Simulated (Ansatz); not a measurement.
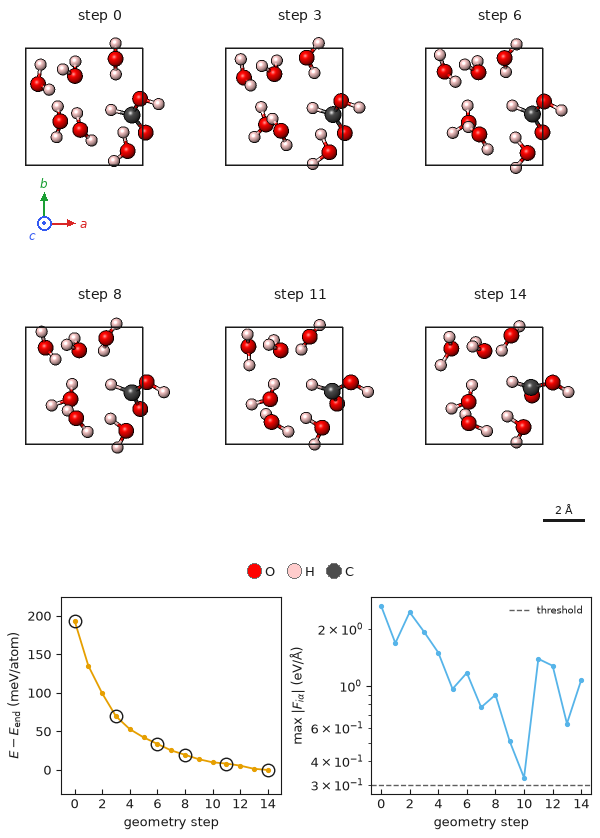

Frames of a relaxation of an amorphous cell of composition H$_{14}$CO$_{8}$, marked on the history of the run. The picture is a ball-and-stick view of the cell of the calculation, seen along the c axis.

The cell holds 6 H2O + 1 HCOOH. The run prepares the start of a later molecular dynamics calculation, from a guessed geometry.

These are results of Ansatz 0.2.0, DFT r2SCAN-D3(BJ), scalar-relativistic, plane waves, PAW, not measurements. Settings: plane-wave cutoff 500 eV; k-point mesh 1 × 1 × 1; occupations fermi dirac; smearing width 0.05 eV; no spin polarisation; atoms relaxed in a fixed cell; force threshold 0.3 eV/Å; at most 15 steps.

Question: Describe the path.

Answer: The relaxation stopped without meeting its thresholds, so the last structure isn't shown to be converged. It used up its limit of 15 steps. The largest move is that of an H atom, 1.41 Å along [−1 −2 −1]. By element the largest moves are H 1.41 Å, O 1.18 Å, C 0.48 Å. The lattice vectors keep their values. Some distances before and after: H–O 0.969 → 0.997 Å, C–O 1.350 → 1.333 Å, C–O 1.212 → 1.221 Å, H–O 0.969 → 0.976 Å. Among the angles between lasting bonds that change: H–O–H 104.0° → 100.6°, H–O–H 104.0° → 101.7°, O–C–H 109.4° → 111.6°. Over 14 geometry steps the energy falls by 194 meV per atom. Largest force component: 2.7 eV/Å at the start, 1.1 eV/Å at the end. From step 0 to 3: an O atom moves most (0.53 Å), energy −124 meV per atom. From step 3 to 6: H atoms move most (0.52 Å), energy −35.8 meV per atom. From step 6 to 8: an H atom moves most (0.35 Å), energy −14.1 meV per atom. From step 8 to 11: an H atom moves most (0.50 Å), energy −11.4 meV per atom. From step 11 to 14: H and O atoms move most (0.48 Å), energy −8.2 meV per atom.

| step | E − E(0), meV/atom | largest force component, eV/Å |
| --- | --- | --- |
| 0 | 0.00 | 2.6541 |
| 1 | -58.61 | 1.6835 |
| 2 | -94.25 | 2.4536 |
| 3 | -124.14 | 1.9350 |
| 4 | -140.79 | 1.5010 |
| 5 | -151.50 | 0.9641 |
| 6 | -159.98 | 1.1725 |
| 7 | -168.43 | 0.7708 |
| 8 | -174.11 | 0.8976 |
| 9 | -179.82 | 0.5092 |
| 10 | -183.87 | 0.3273 |
| 11 | -185.56 | 1.3905 |
| 12 | -188.16 | 1.2781 |
| 13 | -192.30 | 0.6324 |
| 14 | -193.79 | 1.0752 |

Limits of the set-up: the program's low-accuracy preset was used; the periodic images lie only 5.8 Å apart, so the values are limited by the cell's size.
